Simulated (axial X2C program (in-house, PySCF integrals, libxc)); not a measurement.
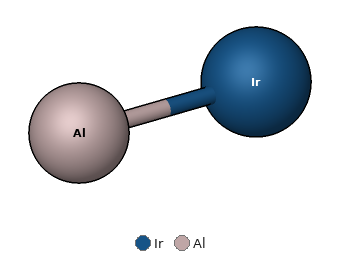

*The molecule at the reference distance of 2.252 Å.*

# IrAl⁻: relativistic diatomic calculation

IrAl⁻, single determinant with Ω = 3/2 (not the lowest found). Level asked for: PBE0, two-component X2C with atomic mean-field Coulomb and Gaunt terms, Ir dyall-av3z, Al dyall-av3z (cores contracted) (axial X2C program (in-house, PySCF integrals, libxc)).

Input file:
```
{"zs": [77, 13], "q": -1, "bas": ["dyall-av3z", "dyall-av3z"], "levels": ["PBE0", "HF", "PBE", "r2SCAN0"], "cc": false, "r0": 2.48, "npts": 10, "nst": 2, "ntry": 6}
```

The line is the task of a batch: nuclear charges, charge, bases, the levels to run, a first guess of the distance and further settings. This report covers PBE0 with spin-orbit coupling. The log is that of the reference distance 2.252 Å, started from orbitals converged before.

Launched within a batch (the task file carries these settings):
```bash
python <driver script> task.json out
```

Output:
```
two-component X2C + atomic mean field  PBE0
basis functions 234  fitting functions 1275  grid points 5081
iter        total energy     max residual
   1     -18073.014891688     6.66e-06
   2     -18073.014891688     1.12e-05
converged
one-electron -25261.35828579  Coulomb 7340.82788462  exact exchange -91.39822394  xc functional -280.14211016  nuclear repulsion 235.21598052  atomic mean-field constant -16.16013693
```

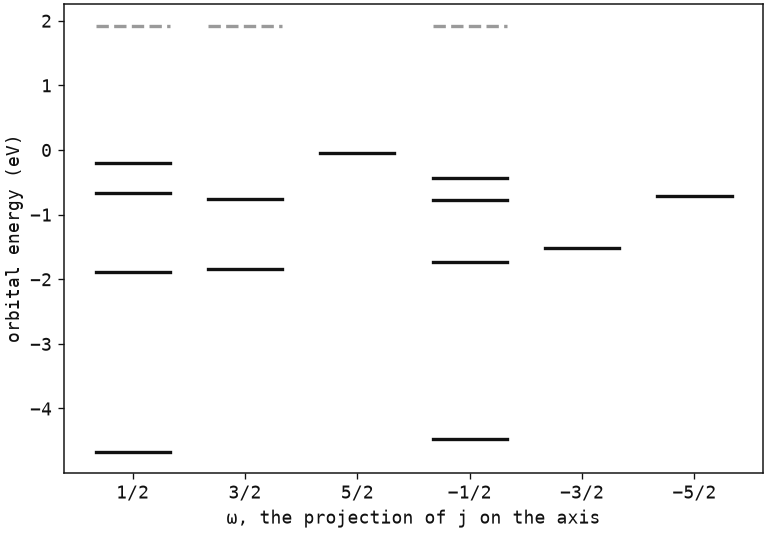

*Orbital energies near the frontier at 2.25 Å, filled (solid) and empty (dashed).*

The highest filled spinor (5/2; 97 % Ir d) lies at −0.04 eV, the lowest empty one (−1/2; 98 % Ir p) at 1.92 eV.

Outcome:

- outcome: not converged in a step after the SCF shown
- hardware: 1 thread of Arm Neoverse N1, 90 GiB of memory available, shared host
- wall time: 9.2 s
- peak memory: 0.52 GiB

Diagnosis:

The SCF whose log is shown converged, but a later step did not. The run therefore gave no full result.
